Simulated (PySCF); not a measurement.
| atom | x (Å) | y (Å) | z (Å) |
| --- | --- | --- | --- |
| C | 2.2286 | -1.7384 | 0.3149 |
| S | 1.7660 | -0.5281 | -0.9622 |
| C | 0.2467 | 0.0970 | -0.4040 |
| C | -0.4276 | -0.2531 | 0.7072 |
| C | -1.6881 | 0.4321 | 0.9084 |
| C | -2.0588 | 1.3303 | -0.0187 |
| Si | -0.7575 | 1.3994 | -1.3733 |
| Cl | 0.2013 | 3.1595 | -1.5459 |
| H | 2.3460 | -1.2345 | 1.2697 |
| H | 1.4717 | -2.5148 | 0.3735 |
| H | 3.1751 | -2.1644 | -0.0018 |
| H | -0.0945 | -0.9780 | 1.4334 |
| H | -2.2730 | 0.2026 | 1.7878 |
| H | -2.9783 | 1.8847 | 0.0524 |
| H | -1.1620 | 0.9137 | -2.6878 |

Geometry: GFN2-xTB.

These are results of PySCF 2.14.0, PBE0/pcSseg-1, SCF density, gas phase, non-relativistic, not measurements.

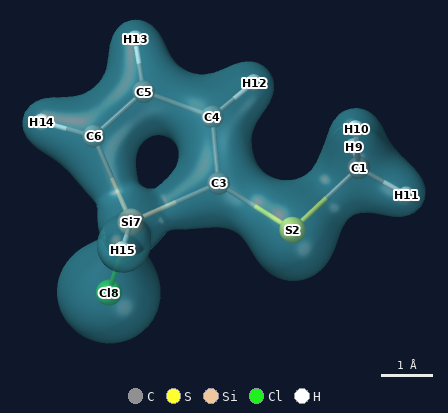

C5H7ClSSi. Isosurface of the total electron density at 0.5 e/Å³ (cyan), seen across its widest extent.

Which contacts does the surface bridge?

Answer. At this value the surface is in one piece. It bridges the sampled C–C (1.34 Å), C–S (1.74 Å), C–Si (1.88 Å) and Si–Cl (2.01 Å) contacts, where the density stays above the isovalue. On the grid the lowest density along these lines, outside the cores, is 2.2 e/Å³ (C–C, 1.34 Å), 1.4 e/Å³ (C–S, 1.74 Å), 0.8 e/Å³ (C–Si, 1.88 Å) and 0.7 e/Å³ (Si–Cl, 2.01 Å).
